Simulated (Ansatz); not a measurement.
**AlGaHO+ (triplet): wave-function methods side by side, cc-pVTZ**

How much of the correlation energy of AlGaHO+ (triplet) does each wave-function method recover here?

The runs use Ansatz 0.2.0, Gaussian basis; cc-pVTZ, core rule «outside noble gas», up to 20 orbitals frozen.

Plan: UHF; CCSD(T) on ROHF; CCSD(T) on UHF; BCCD(T) on ROHF; CCSDT(Q) on ROHF; CCSDT(Q) on UHF.

6 further runs of the same task are left out: 1 for a known fault of the program, 5 set aside as unsound or not needed. Runs told in other sessions of the task aren't counted.

## 1. The system

The geometry is a PBE0/def2-TZVP stationary point (not a proven minimum) of the parent state, kept for this charge and spin. No spin-orbit coupling is included. The filled d shell of Ga may be among the frozen orbitals whatever the setting's name suggests.

4 atoms, charge 1, spin multiplicity 3.

Atoms are counted from 1 here; the program's logs count them from 0.

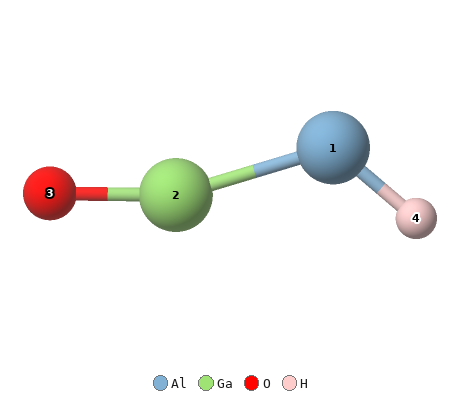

The structure; aluminium light blue, gallium green, oxygen red, hydrogen pink; atoms are numbered from 1 in the order of the file.

Coordinates:

```
Al    0.0000   -0.2051    2.0325
Ga    0.0000    0.1118   -0.3388
O     0.0000   -0.2049   -2.1441
H     0.0000    1.0082    3.0599
```

In the tables R marks a restricted open-shell determinant and U an unrestricted one; energies count from the table's Hartree-Fock row.

## 2. UHF

The input, in.yaml:

```yaml
crystal:
  periodic: [false, false, false]
  atoms:
    - {symbol: Al, position_ang: [0.000000, -0.205088, 2.032524]}
    - {symbol: Ga, position_ang: [0.000000, 0.111802, -0.338783]}
    - {symbol: O, position_ang: [0.000000, -0.204871, -2.144071]}
    - {symbol: H, position_ang: [0.000000, 1.008195, 3.059873]}
basis:
  gaussian: {orbitals: cc-pVTZ}
total_charge: 1
magnetization: {spin_polarized: true, initial_magnetization: 2}
hamiltonian: {xc: hf}
output: {orbitals: {seedname: orbitals}}
```

Run with:

```console
$ ansatz run in.yaml --threads 1 --pin off --events-out ev --progress --plain --max-ram 4096MiB --backend cpu
```

What it wrote:

```text
Functional definition: HF
  name "HF"
  cite "Fock, Z. Phys. 61, 126 (1930) doi:10.1007/BF01340294"
  parent pbe
  exchange = exact_x
  correlation = 0
1083 factors; their error is unknown
mean field evaluation 1: about -60937.1242 eV, gradient 6.4e1 eV
mean field evaluation 2: about -60730.0678 eV, gradient 1.2e2 eV
mean field evaluation 4: about -60956.4615 eV, gradient 1.4e1 eV
mean field evaluation 8: about -60961.2965 eV, gradient 1.7e0 eV
mean field evaluation 16: about -60937.1242 eV, gradient 6.4e1 eV
mean field evaluation 32: about -60963.6607 eV, gradient 1.5e0 eV
mean field evaluation 64: about -60962.0677 eV, gradient 3.7e0 eV
mean field evaluation 96: about -60963.2533 eV, gradient 1.6e0 eV
mean field evaluation 128: about -60962.3357 eV, gradient 2.1e0 eV
mean field evaluation 160: about -60959.9438 eV, gradient 3.9e0 eV
mean field evaluation 192: about -60958.4566 eV, gradient 3.1e1 eV
mean field evaluation 224: about -60957.6777 eV, gradient 4.6e0 eV
mean field evaluation 256: about -60961.3783 eV, gradient 6.6e-1 eV
mean field evaluation 288: about -60962.1230 eV, gradient 2.3e-3 eV
mean field evaluation 320: about -60953.3199 eV, gradient 1.1e1 eV
mean field -60963.68838130 eV, -2240.3742253405 hartree, gradient 6.2e-6 eV, S^2 2.044757; 6 other end points of the search recorded, 0 dependent functions left out
reference -60963.68838130 eV, -2240.3742253405 hartree; 27, 25 occupied and 94, 96 virtual orbitals, 1083 factors
Total energy: -60963.68838130 eV, -2240.3742253405 hartree
```

It took 28 s on 1 thread of AMD EPYC 7R13, shared host; peak memory 0.46 GiB.

From the report: ⟨S²⟩ of the determinant 2.045 (pure triplet: 2.00).

## 3. CCSD(T) on ROHF

Edit in.yaml of step 2 so:

```diff
@@ -10,4 +10,4 @@
 total_charge: 1
-magnetization: {spin_polarized: true, initial_magnetization: 2}
-hamiltonian: {xc: hf}
-output: {orbitals: {seedname: orbitals}}
+magnetization: {spin_polarized: false, initial_magnetization: 2}
+correlation: {method: ccsd_t, electrons: outside_noble_gas}
+output: {forces: true}
```

Run with:

```console
$ ansatz run in.yaml --threads 2 --pin off --events-out ev --progress --plain --max-ram 24576MiB --backend cuda --devices 0, --max-vram 18GiB
```

What it wrote, shortened:

```text
Functional definition: HF
  name "HF"
  cite "Fock, Z. Phys. 61, 126 (1930) doi:10.1007/BF01340294"
  parent pbe
[...]
767 factors; integrals over basis functions are off by at most 8.0e-4 eV
[...]
mean field -60963.45413329 eV, -2240.3656168851 hartree, gradient 2.5e-6 eV, S^2 2.000000; 18 other end points of the search recorded, 0 dependent functions left out
[...]
determinant -60963.45413329 eV, -2240.3656168851 hartree, with singles and doubles -60972.27900386 eV, -2240.6899248969 hartree
determinant -60963.43381872 eV, -2240.3648703383 hartree, with singles and doubles -60972.24370862 eV, -2240.6886278207 hartree
determinant -60962.18554329 eV, -2240.3189970625 hartree, with singles and doubles -60971.15474091 eV, -2240.6486089953 hartree
determinant -60962.12446399 eV, -2240.3167524397 hartree, with singles and doubles -60971.08438245 eV, -2240.6460233697 hartree
[...]
reference -60963.45413329 eV, -2240.3656168851 hartree; 7, 5 occupied and 94, 96 virtual orbitals, 767 factors
second order -7.79770771 eV of doubles, -0.12338154 eV of singles
cycle   1  -8.74613078 eV  change   -2.1e-6 eV  update   3.6e-6
[...]
cycle  18  -8.74613271 eV  change  -3.3e-11 eV  update   9.0e-9
perturbative correction -0.31214959 eV, -0.0114712859 hartree
[...]
the multipliers restart with 30 DIIS vectors
Total energy: -60972.51241559 eV, -2240.6985026198 hartree
Atom 0 at     0.000000    -0.205088     2.032524 Å, force    -0.000000    -0.118721     1.896286 eV/Å
Atom 1 at     0.000000     0.111802    -0.338783 Å, force    -0.000000     0.194303    -2.386897 eV/Å
Atom 2 at     0.000000    -0.204871    -2.144071 Å, force    -0.000000     0.080801     0.657632 eV/Å
Atom 3 at     0.000000     1.008195     3.059873 Å, force     0.000000    -0.156383    -0.167022 eV/Å
Dipole moment:     0.000000    -0.053285     1.003140 e Å
```

Run time: 31 s. Hardware: 1 × H100 (card shared with other runs) with 2 threads of AMD EPYC 7R13, shared host; peak host memory 1.1 GiB.

From the report: correlation -9.0583 eV; T1 0.033; largest double amplitude 0.04.

## 4. CCSD(T) on UHF

Edit in.yaml of step 3 so:

```diff
@@ -10,3 +10,3 @@
 total_charge: 1
-magnetization: {spin_polarized: false, initial_magnetization: 2}
+magnetization: {spin_polarized: true, initial_magnetization: 2}
 correlation: {method: ccsd_t, electrons: outside_noble_gas}
```

Same command.

What it wrote, shortened:

```text
Functional definition: HF
  name "HF"
  cite "Fock, Z. Phys. 61, 126 (1930) doi:10.1007/BF01340294"
  parent pbe
[...]
767 factors; integrals over basis functions are off by at most 8.0e-4 eV
[...]
mean field -60963.68912183 eV, -2240.3742525546 hartree, gradient 2.6e-6 eV, S^2 2.044757; 20 other end points of the search recorded, 0 dependent functions left out
determinant -60963.68912183 eV, -2240.3742525546 hartree, with singles and doubles -60972.28067251 eV, -2240.6899862185 hartree
determinant -60963.65770802 eV, -2240.3730981183 hartree, with singles and doubles -60972.24555726 eV, -2240.6886957570 hartree
determinant -60962.39164342 eV, -2240.3265711025 hartree, with singles and doubles -60971.14851063 eV, -2240.6483800368 hartree
determinant -60962.33007765 eV, -2240.3243086020 hartree, with singles and doubles -60971.07915827 eV, -2240.6458313847 hartree
[...]
reference -60963.68912183 eV, -2240.3742525546 hartree; 7, 5 occupied and 94, 96 virtual orbitals, 767 factors
second order -7.68031085 eV of doubles, -0.00000000 eV of singles
cycle   1  -8.52001003 eV  change    1.8e-6 eV  update   5.4e-6
[...]
cycle  15  -8.52001296 eV  change   1.4e-10 eV  update   1.3e-8
perturbative correction -0.30494414 eV, -0.0112064905 hartree
[...]
the multipliers restart with 30 DIIS vectors
Total energy: -60972.51407893 eV, -2240.6985637462 hartree
Atom 0 at     0.000000    -0.205088     2.032524 Å, force    -0.000000    -0.118802     1.896954 eV/Å
Atom 1 at     0.000000     0.111802    -0.338783 Å, force    -0.000000     0.193491    -2.394459 eV/Å
Atom 2 at     0.000000    -0.204871    -2.144071 Å, force    -0.000000     0.081965     0.665200 eV/Å
Atom 3 at     0.000000     1.008195     3.059873 Å, force     0.000000    -0.156654    -0.167695 eV/Å
Dipole moment:     0.000000    -0.053335     1.004023 e Å
```

Wall time 21 s (1 × H100 (card shared with other runs) with 2 threads of AMD EPYC 7R13, shared host); peak host memory 1.1 GiB.

From the report: ⟨S²⟩ of the determinant 2.045 (pure triplet: 2.00); correlation -8.8250 eV; T1 0.024; largest double amplitude 0.04.

## 5. BCCD(T) on ROHF

Edit in.yaml of step 4 so:

```diff
@@ -10,4 +10,3 @@
 total_charge: 1
-magnetization: {spin_polarized: true, initial_magnetization: 2}
-correlation: {method: ccsd_t, electrons: outside_noble_gas}
-output: {forces: true}
+magnetization: {spin_polarized: false, initial_magnetization: 2}
+correlation: {method: bccd_t, electrons: outside_noble_gas}
```

The command is unchanged.

What it wrote, shortened:

```text
Functional definition: HF
  name "HF"
  cite "Fock, Z. Phys. 61, 126 (1930) doi:10.1007/BF01340294"
  parent pbe
[...]
767 factors; integrals over basis functions are off by at most 8.0e-4 eV
[...]
mean field -60963.45413329 eV, -2240.3656168851 hartree, gradient 2.5e-6 eV, S^2 2.000000; 18 other end points of the search recorded, 0 dependent functions left out
[...]
determinant -60963.45413329 eV, -2240.3656168851 hartree, with singles and doubles -60972.27900386 eV, -2240.6899248969 hartree
determinant -60963.43381872 eV, -2240.3648703383 hartree, with singles and doubles -60972.24370862 eV, -2240.6886278207 hartree
determinant -60962.18554329 eV, -2240.3189970625 hartree, with singles and doubles -60971.15474091 eV, -2240.6486089953 hartree
determinant -60962.12446399 eV, -2240.3167524397 hartree, with singles and doubles -60971.08438245 eV, -2240.6460233697 hartree
[...]
determinant -60960.01620461 eV, -2240.2392753362 hartree, with singles and doubles -60969.15956566 eV, -2240.5752876574 hartree
determinant -60963.45413329 eV, -2240.3656168851 hartree, with singles and doubles -60972.20026192 eV, -2240.6870311839 hartree
determinant -60963.43381872 eV, -2240.3648703383 hartree, with singles and doubles -60972.16445136 eV, -2240.6857151700 hartree
20 core orbitals not correlated, not the lowest: weight in the atoms' cores, before any rotation towards them, 0.649 or more for the frozen orbitals, at most 0.348 for the correlated occupied ones
reference -60963.45413329 eV, -2240.3656168851 hartree; 7, 5 occupied and 94, 96 virtual orbitals, 767 factors
second order -7.79770771 eV of doubles, -0.12338154 eV of singles
cycle   1  -8.72056608 eV  change    2.6e-2 eV  update   1.5e-2
[...]
cycle  14  -8.72433188 eV  change   -2.7e-6 eV  update   1.3e-5
perturbative correction -0.33472654 eV, -0.0123009736 hartree
Total energy: -60972.51319172 eV, -2240.6985311417 hartree
```

It took 17 s on 1 × H100 (card shared with other runs) with 2 threads of AMD EPYC 7R13, shared host; peak host memory 0.83 GiB.

From the report: correlation -9.0591 eV; largest double amplitude 0.04.

## 6. CCSDT(Q) on ROHF

Edit in.yaml of step 5 so:

```diff
@@ -11,2 +11,2 @@
 magnetization: {spin_polarized: false, initial_magnetization: 2}
-correlation: {method: bccd_t, electrons: outside_noble_gas}
+correlation: {method: ccsdt_q, electrons: outside_noble_gas}
```

Launched as before.

What it wrote, shortened:

```text
Functional definition: HF
  name "HF"
  cite "Fock, Z. Phys. 61, 126 (1930) doi:10.1007/BF01340294"
  parent pbe
[...]
1469 factors; integrals over basis functions are off by at most 1.8e-7 eV
[...]
mean field -60963.45426052 eV, -2240.3656215606 hartree, gradient 2.5e-6 eV, S^2 2.000000; 18 other end points of the search recorded, 0 dependent functions left out
[...]
determinant -60963.45426052 eV, -2240.3656215606 hartree, with singles and doubles -60972.27915030 eV, -2240.6899302785 hartree
determinant -60963.43394579 eV, -2240.3648750080 hartree, with singles and doubles -60972.24385493 eV, -2240.6886331975 hartree
determinant -60962.18567340 eV, -2240.3190018439 hartree, with singles and doubles -60971.15488899 eV, -2240.6486144371 hartree
determinant -60962.12459370 eV, -2240.3167572064 hartree, with singles and doubles -60971.08452807 eV, -2240.6460287213 hartree
[...]
determinant -60960.01633521 eV, -2240.2392801359 hartree, with singles and doubles -60969.15971658 eV, -2240.5752932035 hartree
determinant -60963.45426052 eV, -2240.3656215606 hartree, with singles and doubles -60972.20038081 eV, -2240.6870355530 hartree
determinant -60963.43394579 eV, -2240.3648750080 hartree, with singles and doubles -60972.16457051 eV, -2240.6857195487 hartree
[...]
20 core orbitals not correlated, not the lowest: weight in the atoms' cores, before any rotation towards them, 0.649 or more for the frozen orbitals, at most 0.349 for the correlated occupied ones
reference -60963.45426052 eV, -2240.3656215606 hartree; 7, 5 occupied and 94, 96 virtual orbitals, 1469 factors
second order -7.79773245 eV of doubles, -0.12338144 eV of singles
cycle   1  -8.35682451 eV  change   -4.3e-1 eV  update   1.0e-1
[...]
cycle   4  -9.09750305 eV  change    7.3e-7 eV  update   1.3e-6
perturbative correction -0.01484436 eV, -0.0005455201 hartree
Total energy: -60972.56660793 eV, -2240.7004941514 hartree
```

Run time: 80 s. Hardware: 1 × H100 (card shared with other runs) with 2 threads of AMD EPYC 7R13, shared host; peak host memory 1.7 GiB.

From the report: correlation -9.1123 eV; T1 0.035; largest double amplitude 0.04.

## 7. CCSDT(Q) on UHF

Edit in.yaml of step 6 so:

```diff
@@ -10,3 +10,3 @@
 total_charge: 1
-magnetization: {spin_polarized: false, initial_magnetization: 2}
+magnetization: {spin_polarized: true, initial_magnetization: 2}
 correlation: {method: ccsdt_q, electrons: outside_noble_gas}
```

Launched as before.

What it wrote, shortened:

```text
Functional definition: HF
  name "HF"
  cite "Fock, Z. Phys. 61, 126 (1930) doi:10.1007/BF01340294"
  parent pbe
[...]
1469 factors; integrals over basis functions are off by at most 1.8e-7 eV
[...]
mean field -60963.68924881 eV, -2240.3742572212 hartree, gradient 2.4e-6 eV, S^2 2.044757; 20 other end points of the search recorded, 0 dependent functions left out
determinant -60963.68924881 eV, -2240.3742572212 hartree, with singles and doubles -60972.28081812 eV, -2240.6899915696 hartree
determinant -60963.65783485 eV, -2240.3731027795 hartree, with singles and doubles -60972.24570292 eV, -2240.6887011097 hartree
determinant -60962.39177357 eV, -2240.3265758854 hartree, with singles and doubles -60971.14865819 eV, -2240.6483854595 hartree
determinant -60962.33020730 eV, -2240.3243133668 hartree, with singles and doubles -60971.07930497 eV, -2240.6458367759 hartree
[...]
determinant -60960.76339879 eV, -2240.2667342162 hartree, with singles and doubles -60969.66002530 eV, -2240.5936792100 hartree
determinant -60963.68924881 eV, -2240.3742572212 hartree, with singles and doubles -60972.20925259 eV, -2240.6873615849 hartree
determinant -60963.65783485 eV, -2240.3731027795 hartree, with singles and doubles -60972.17312518 eV, -2240.6860339272 hartree
20 core orbitals not correlated, not the lowest: weight in the atoms' cores, before any rotation towards them, 0.726 or more for the frozen orbitals, at most 0.272 for the correlated occupied ones
reference -60963.68924881 eV, -2240.3742572212 hartree; 7, 5 occupied and 94, 96 virtual orbitals, 1469 factors
second order -7.68033496 eV of doubles, -0.00000000 eV of singles
cycle   1  -8.12734696 eV  change   -4.5e-1 eV  update   1.0e-1
[...]
cycle   5  -8.86576437 eV  change   -4.8e-7 eV  update   1.1e-6
perturbative correction -0.01953631 eV, -0.0007179463 hartree
Total energy: -60972.57454950 eV, -2240.7007859988 hartree
```

It took 62 s on 1 × H100 (card shared with other runs) with 2 threads of AMD EPYC 7R13, shared host; peak host memory 1.6 GiB.

From the report: ⟨S²⟩ of the determinant 2.045 (pure triplet: 2.00); correlation -8.8853 eV; T1 0.026; largest double amplitude 0.04.

## 8. The ladder

The yardstick is UCCSDT(Q), where the cluster series has nearly closed. Rows without a time are mean-field rows or come out of runs for another level: lower rungs of the coupled-cluster runs, or the Hartree-Fock search. The times of RCCSD(T), UCCSD(T) include forces.

Differences are taken before rounding.

| method | energy from the lowest ROHF (meV) | from UCCSDT(Q) (meV) | time |
| --- | --- | --- | --- |
| ROHF | 0.0 | +9120.4 |  |
| UHF | -235.0 | +8885.4 |  |
| RMP2 | -7921.1 | +1199.3 |  |
| UMP2 | -7915.3 | +1205.1 |  |
| RCCSD | -8746.1 | +374.3 |  |
| UCCSD | -8755.0 | +365.4 |  |
| RCCSD(T) | -9058.3 | +62.1 | 31 s |
| UCCSD(T) | -9059.9 | +60.5 | 21 s |
| BCCD(T) | -9059.1 | +61.4 | 17 s |
| RCCSDT | -9097.6 | +22.8 |  |
| UCCSDT | -9100.9 | +19.5 |  |
| RCCSDT(Q) | -9112.5 | +7.9 | 80 s |
| UCCSDT(Q) | -9120.4 | 0 | 62 s |

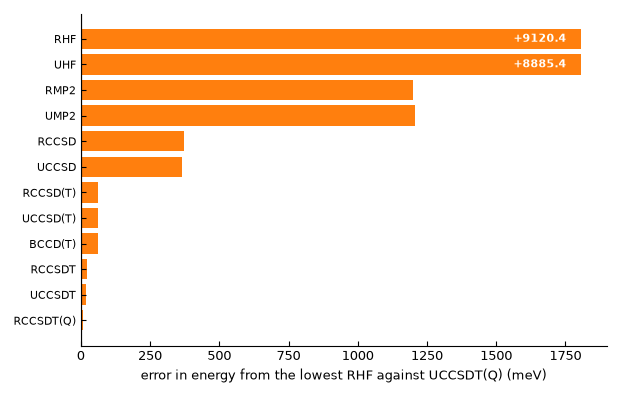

Error of each method against UCCSDT(Q). Bars with a number in them are cut short.

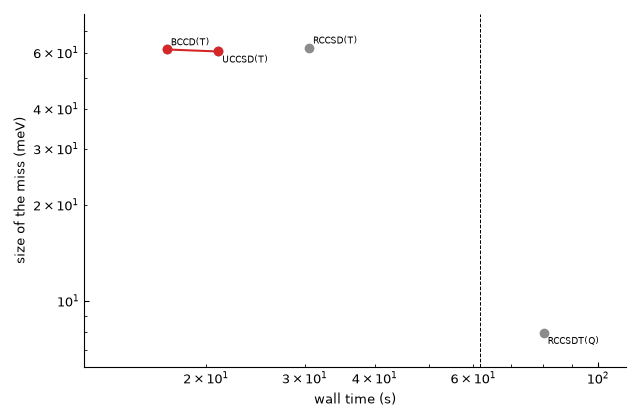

Miss against cost. Red marks the levels that no quicker level drawn beats (of those quicker than the yardstick), and the dashed line is the time of UCCSDT(Q). Times are from a shared host.

## 9. Outcome

| quantity | value |
| --- | --- |
| UCCSDT(Q) from the ROHF energy | -9.1204 eV |
| RMP2 from UCCSDT(Q) | +1199.3 meV |
| UMP2 from UCCSDT(Q) | +1205.1 meV |
| RCCSD from UCCSDT(Q) | +374.3 meV |
| RCCSD(T) from UCCSDT(Q) | +62.1 meV |
| UCCSD(T) from UCCSDT(Q) | +60.5 meV |
| RCCSDT(Q) from UCCSDT(Q) | +7.9 meV |
| levels within 1 kcal/mol (43 meV) | RCCSDT, UCCSDT, RCCSDT(Q) |
| T1 diagnostic | 0.033 |

RCCSD(T) lands +62.1 meV from the yardstick (0.7 % of the correlation energy). These misses are within one basis, not against nature; the frozen cores of restricted and unrestricted runs differ, which can shift their rows.

UCCSD(T) reaches 60.5 meV from the reference in 21 s, where UCCSDT(Q) took 62 s; the quickest level in the cost chart, BCCD(T), takes 17 s and misses by 61.4 meV.
